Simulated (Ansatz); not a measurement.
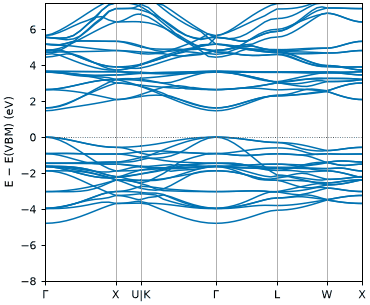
Figure: Band structure from PBEsol (plane waves, PAW; program Ansatz)

**Question.** Read off the gap and where the band edges lie.

**Answer.** About 1.5 eV (1.46 eV by a search for the band edges); maximum at Γ, minimum at Γ.

**Question.** Pick the material that matches.
A. Lu2MnS4, spinel
B. MgSc2S4, spinel
C. GaAs, zinc blende

**Answer.** B, MgSc2S4, spinel

Space group Fd-3m (spinel). The workflow started from a Materials Project entry (that database holds measured and hypothetical structures alike); the Crystallography Open Database files this formula in space group No. 227, but the cells were not matched. Whether it is the stable phase at ambient conditions was not checked. The cell was relaxed with PBEsol under the symmetry of its start; whether a distortion lowers the energy is not shown. No spin polarisation was allowed.

Potentials: the later of the program's two PAW sets.
